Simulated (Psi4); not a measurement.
**C2H6Si (SMILES CC[SiH]) at wB97M-V/cc-pVDZ**

Aim: the vertical singlet–triplet gap of C2H6Si at wB97M-V/cc-pVDZ, from 2 runs. 

Program for the calculation: Psi4 1.11.

## (1) The molecule

C2H6Si: 9 atoms, total charge 0, spin state singlet. As SMILES, `CC[SiH]`. The shape is that of a PBE0-D4/def2-TZVP optimisation. This is one conformer, not always the lowest.

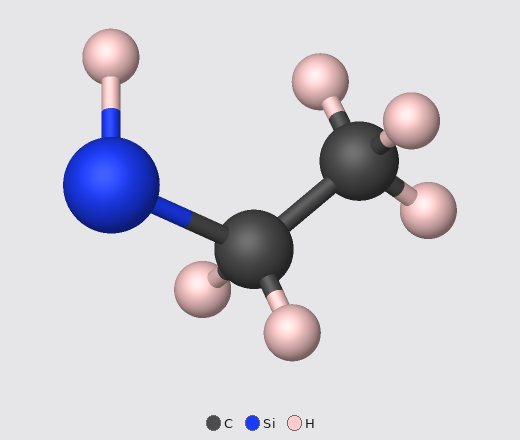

Viewed from a chosen angle; carbon dark grey, silicon blue, hydrogen pink.

## (2) A single-point energy at wB97M-V/cc-pVDZ

Contents of input.json:

```json
{
 "schema_name": "qcschema_input",
 "schema_version": 1,
 "molecule": {
  "schema_name": "qcschema_molecule",
  "schema_version": 2,
  "symbols": ["C", "C", "Si", "H", "H", "H", "H", "H", "H"],
  "geometry": [-1.12174143, 0.93654827, -1.06334889, 0.80011004, -1.06542759, -0.30027748, 2.78753501, -0.67784476, 2.64315993, -2.28448991, 0.32711159, -2.66016747, -0.18519316, 2.68908028, -1.62610933, -2.37803136, 1.39140535, 0.50928119, 1.98610216, -1.63423515, -1.89785195, -0.19464179, -2.83024282, 0.25208947, 0.75796915, 0.77592155, 4.11072124],
  "molecular_charge": 0,
  "molecular_multiplicity": 1,
  "fix_symmetry": "c1",
  "fix_com": true,
  "fix_orientation": true
 },
 "driver": "energy",
 "model": {
  "method": "wb97m-v",
  "basis": "cc-pVDZ"
 },
 "keywords": {
  "puream": true,
  "e_convergence": 1e-09,
  "d_convergence": 1e-08,
  "scf_type": "pk",
  "dft_radial_points": 99,
  "dft_spherical_points": 590
 }
}
```

On the command line:

```bash
$ psi4 --qcschema input.json -n 1 --memory 2200MB
```

stdout:

```text
[...]
  Running in c1 symmetry.
[...]
  Nuclear repulsion =   95.800476543848518
[...]
  Multiplicity = 1
[...]
  Nalpha       = 16
  Nbeta        = 16
[...]
    Number of basis functions: 76
[...]
   @RKS iter   1:  -369.01103531882939   -4.97014e-01   6.92213e-03 ADIIS/DIIS
[...]
   @RKS iter  13:  -369.16879980385551   -6.87805e-12   6.43660e-09 DIIS
[...]
    Orbital Energies [Eh]
    ---------------------
    Doubly Occupied:
       1A    -66.423778     2A    -10.351499     3A    -10.346783
       4A     -5.446542     5A     -3.765599     6A     -3.758064
       7A     -3.755171     8A     -0.878978     9A     -0.739363
      10A     -0.587833    11A     -0.544222    12A     -0.503479
      13A     -0.473395    14A     -0.445860    15A     -0.384071
      16A     -0.302235
[...]
  @RKS Final Energy:  -369.16879980385551
   => Energetics <=
    Nuclear Repulsion Energy =             95.8004765438485180
    One-Electron Energy =                -697.0533653951047199
    Two-Electron Energy =                 256.7904458081623034
    DFT Exchange-Correlation Energy =     -24.8353754391299155
    Empirical Dispersion Energy =           0.0000000000000000
    VV10 Nonlocal Energy =                  0.1290186783683280
    Total Energy =                       -369.1687998038555065
[...]
 Multipole Moments:
 ------------------------------------------------------------------------------------
     Multipole            Electronic (a.u.)      Nuclear  (a.u.)        Total (a.u.)
 ------------------------------------------------------------------------------------
 L = 1.  Multiply by 2.5417464519 to convert [e a0] to [Debye]
 Dipole X            :        -35.0743416           34.7974169           -0.2769247
 Dipole Y            :          9.5327654           -9.5440618           -0.0112963
 Dipole Z            :        -27.8442486           27.5104440           -0.3338047
 Magnitude           :                                                    0.4338669
[...]
```

The result, in JSON:

```text
{
 "driver": "energy",
 "model": {
  "method": "wb97m-v",
  "basis": "cc-pVDZ"
 },
 "success": true,
 "return_result": -369.1687998038555,
 "properties": {
  "calcinfo_nbasis": 76,
  "calcinfo_nmo": 76,
  "calcinfo_nalpha": 16,
  "calcinfo_nbeta": 16,
  "calcinfo_natom": 9,
  "nuclear_repulsion_energy": 95.80047654384852,
  "return_energy": -369.1687998038555,
  "scf_one_electron_energy": -697.0533653951047,
  "scf_two_electron_energy": 256.7904458081623,
  "scf_vv10_energy": 0.12901867836832803,
  "scf_xc_energy": -24.835375439129916,
  "scf_dipole_moment": [-0.27692474858893945, -0.011296344318713736, -0.3338046525116809],
  "scf_total_energy": -369.1687998038555,
  "scf_iterations": 13
 }
}
```

Run time: 5 min. Hardware: 1 thread of Intel Xeon Platinum 8259CL at 2.50GHz (Skylake/Cascade Lake), shared host; peak memory 1.3 GiB.

## (3) The triplet, same level

Contents of c2h6si_ase.py:

```python
import numpy as np
from ase.calculators.psi4 import Psi4
from ase import Atoms

a = Atoms(['C', 'C', 'Si', 'H', 'H', 'H', 'H', 'H', 'H'], positions=[
    [-0.593600, 0.495600, -0.562700],
    [0.423400, -0.563800, -0.158900],
    [1.475100, -0.358700, 1.398700],
    [-1.208900, 0.173100, -1.407700],
    [-0.098000, 1.423000, -0.860500],
    [-1.258400, 0.736300, 0.269500],
    [1.051000, -0.864800, -1.004300],
    [-0.103000, -1.497700, 0.133400],
    [0.401100, 0.410600, 2.175300],
])
calc = Psi4(atoms=a, method='wb97m-v', basis='cc-pVDZ', memory='2200MB', num_threads=1, charge=0, multiplicity=3, label='psi4-calc', reference='uks')
calc.psi4.set_options({'puream': True, 'e_convergence': 1e-09, 'd_convergence': 1e-08, 'scf_type': 'pk', 'dft_radial_points': 99, 'dft_spherical_points': 590, 'maxiter': 100})
a.calc = calc

print(f'energy: {a.get_potential_energy():.6f} eV')
```

On the command line:

```bash
$ python c2h6si_ase.py
```

psi4-calc.dat:

```text
[...]
  Running in c1 symmetry.
[...]
  Nuclear repulsion =   95.800476581944153
[...]
  Multiplicity = 3
[...]
  Nalpha       = 17
  Nbeta        = 15
[...]
    Number of basis functions: 76
[...]
   @UKS iter   1:  -368.94457150507384   -4.30550e-01   6.98715e-03 DIIS/ADIIS
[...]
   @UKS iter  14:  -369.11135736492758   -2.67164e-12   5.81899e-09 DIIS
[...]
   @S^2 Observed:                2.001065382E+00
[...]
    Orbital Energies [Eh]
    ---------------------
    Alpha Occupied:
       1A    -66.426753     2A    -10.359412     3A    -10.357102
       4A     -5.451488     5A     -3.768539     6A     -3.767961
       7A     -3.762896     8A     -0.884185     9A     -0.743979
      10A     -0.604315    11A     -0.548596    12A     -0.514539
      13A     -0.479557    14A     -0.448967    15A     -0.395711
      16A     -0.345115    17A     -0.243348
    Alpha Virtual:
      18A      0.095354    19A      0.142905    20A      0.163336
      21A      0.187426    22A      0.191652    23A      0.220780
      24A      0.228601    25A      0.287982    26A      0.343489
[...]
  @UKS Final Energy:  -369.11135736492758
   => Energetics <=
    Nuclear Repulsion Energy =             95.8004765819441531
    One-Electron Energy =                -696.8946233668295918
    Two-Electron Energy =                 256.6696666778724989
    DFT Exchange-Correlation Energy =     -24.8154760835655885
    Empirical Dispersion Energy =           0.0000000000000000
    VV10 Nonlocal Energy =                  0.1285988256509439
    Total Energy =                       -369.1113573649275850
[...]
 Multipole Moments:
 ------------------------------------------------------------------------------------
     Multipole            Electronic (a.u.)      Nuclear  (a.u.)        Total (a.u.)
 ------------------------------------------------------------------------------------
 L = 1.  Multiply by 2.5417464519 to convert [e a0] to [Debye]
 Dipole X            :          4.7595939           -4.8060404           -0.0464465
 Dipole Y            :         -1.5442876            1.3678035           -0.1764841
 Dipole Z            :          3.2015079           -3.5177048           -0.3161969
 Magnitude           :                                                    0.3650813
[...]
```

The script printed:

```text
energy: -10044.031631 eV
```

Wall time 5.9 min (1 thread of Intel Xeon Platinum 8259CL at 2.50GHz (Skylake/Cascade Lake), shared host); peak memory 1.4 GiB.

## (4) Summary of results

Level: wB97M-V/cc-pVDZ.

| quantity | value |
| --- | --- |
| singlet: total energy | -369.16880 Eh |
| singlet: dipole moment | 1.10 D |
| singlet: HOMO energy | -8.22 eV |
| singlet: LUMO energy | -0.36 eV |
| singlet: HOMO–LUMO gap | 7.86 eV |
| triplet: total energy | -369.11136 Eh |
| triplet: dipole moment | 0.93 D |
| triplet: HOMO energy (highest over α and β) | -6.62 eV |
| triplet: LUMO energy (lowest over α and β) | -1.72 eV |
| triplet: ⟨S²⟩ | 2.001 |
| vertical energy of the triplet above the singlet | 1.563 eV |

At this shape the triplet lies 1.56 eV (151 kJ/mol) above the singlet.
